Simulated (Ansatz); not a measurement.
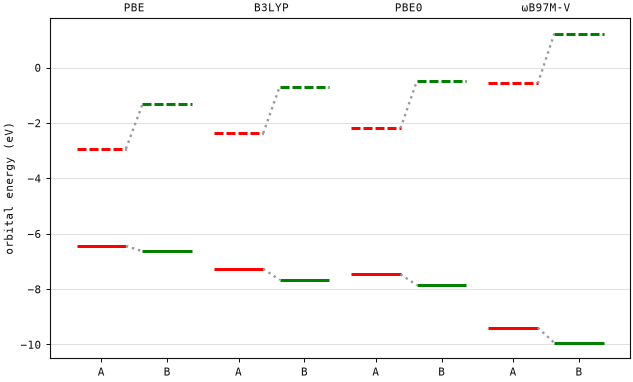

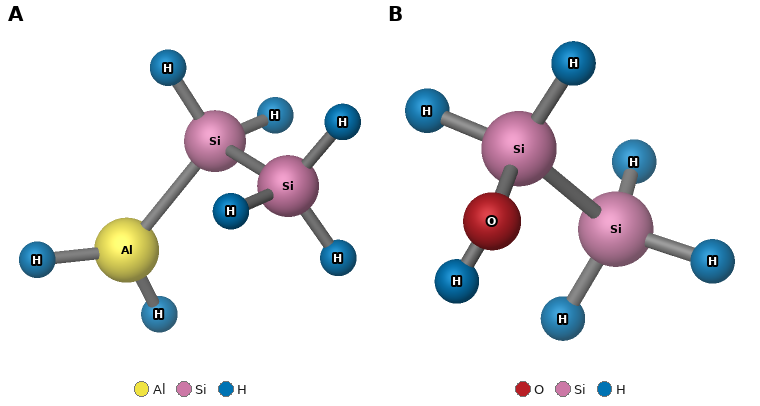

One change: A, AlSi₂H₇ (SMILES [AlH2][SiH2][SiH3]), becomes B, Si₂H₆O (SMILES O[SiH2][SiH3]). AlH₂ on Si is replaced by OH. HOMO (solid) and LUMO (dashed) computed in def2-TZVPP at PBE0-D4/def2-TZVP geometries, both minima by their frequencies, gas phase, the Ansatz code. Empty levels above zero depend strongly on the basis.

> What does the change do to HOMO and LUMO?

PBE: the HOMO falls by 0.19 eV, the LUMO rises by 1.60 eV, and the separation goes from 3.51 to 5.30 eV. B3LYP: the HOMO falls by 0.40 eV, the LUMO rises by 1.68 eV, and the separation goes from 4.90 to 6.98 eV. PBE0: the HOMO falls by 0.40 eV, the LUMO rises by 1.72 eV, and the separation goes from 5.27 to 7.39 eV. ωB97M-V: the HOMO falls by 0.54 eV, the LUMO rises by 1.80 eV, and the separation goes from 8.82 to 11.16 eV.

> Do the functionals agree on the effect?

They agree on the direction for both levels; the HOMO shift lies between −0.54 and −0.19 eV and the LUMO shift between 1.60 and 1.80 eV, while the separations themselves differ by up to 5.9 eV between functionals.
